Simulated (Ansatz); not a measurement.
## Electronic structure of CH₆OSi₂ (SMILES C[Si]O[SiH3]) in real space

```xyz
10

C     0.3377    1.7707   -0.0968
O    -1.1421   -0.5344    0.4262
Si   -1.4085    0.9620   -0.3271
Si   -0.0157   -1.4984    1.2327
H     0.5952    1.8365    0.9852
H     0.4009    2.7902   -0.5300
H     1.1237    1.1410   -0.5734
H     1.1709   -1.7604    0.3513
H     0.4484   -0.8172    2.4872
H    -0.6685   -2.7977    1.5857
```

Geometry: BLYP-D3(BJ)/def2-SVP.

Level of theory: isolated molecule in a Gaussian basis; Kohn-Sham density functional theory, functional PBE0 (Ansatz).

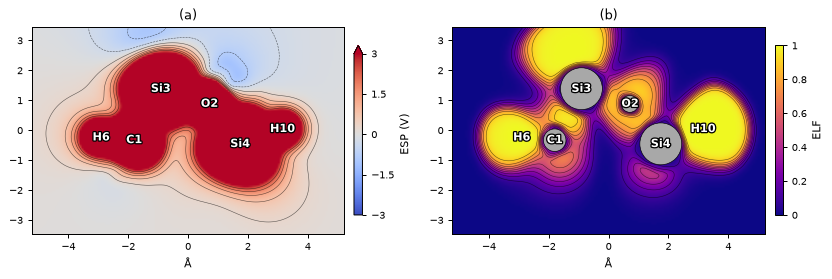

Figure 1. (a) electrostatic potential; (b) ELF on the plane of atoms Si3, O2 and Si4. Grey discs cover the atomic cores in the ELF map.

Interpret the plot.

Atoms in the plane: C, O, Si and H. Si–O (1.69 Å): the ELF peaks at about 0.85 between the atoms: a polar covalent bond. C–Si (1.94 Å): the ELF peaks at about 0.95 between the atoms, as expected for a shared electron pair. C–H (1.11 Å): the ELF climbs to about 1 towards the hydrogen, as it does in any bond to H (an ordinary covalent bond to hydrogen). Si–H (1.50 Å): the ELF climbs to about 1 towards the hydrogen. The ELF also peaks beside O2 and Si3, away from the bonds: lone-pair regions. Outside the dense part of the molecule the potential is most negative (−1.1 V) near O2.

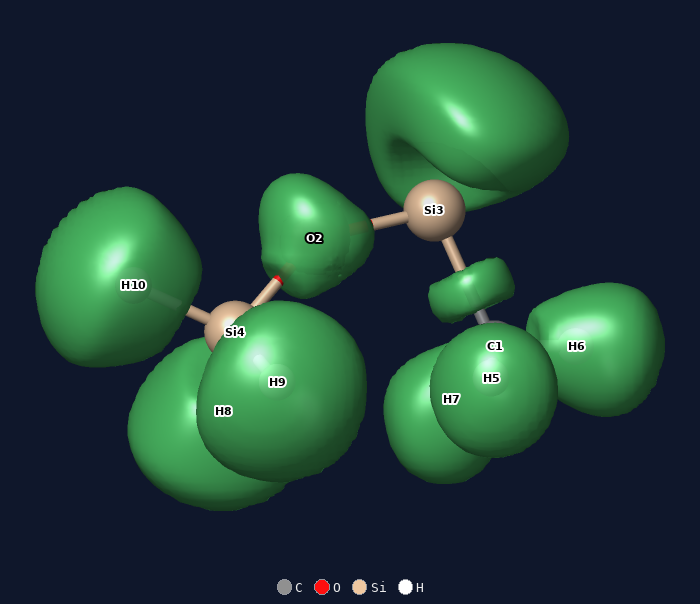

Figure 2. Isosurface of the electron localisation function at 0.8 (green), seen at a tilt. Core shells and regions of very low density are left out.

Describe the localisation domains.

At this value the surface marks out one region between bonded C–Si atoms (shared pairs), six regions around hydrogen nuclei, one lobe on Si, pointing away from the bonds (lone pairs) and one region wrapped around O (its lone pairs, merged into a ring or cap).

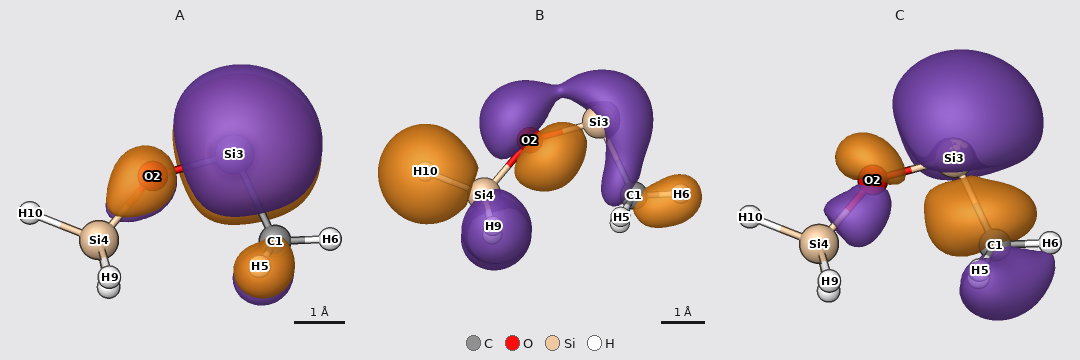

Figure 3. Three frontier orbitals at ±0.08 Å⁻³ᐟ² (orange and purple are the two phases), in no order.

Order the three orbitals by energy and name them.

B is the HOMO−1 (−9.03 eV). Its weight (Hirshfeld) is mainly on O2 (about 35 %), Si4 (about 20 %), H10 (about 20 %) and Si3 (about 10 %). C is the HOMO (−6.40 eV). By Hirshfeld shares it lies mainly on Si3 (about 65 %), C1 (about 20 %) and O2 (about 5 %). A is the LUMO (−1.97 eV). It lies mainly on Si3 (about 80 %) and O2 (about 5 %).

What is the HOMO–LUMO gap?

4.43 eV between the orbital energies.
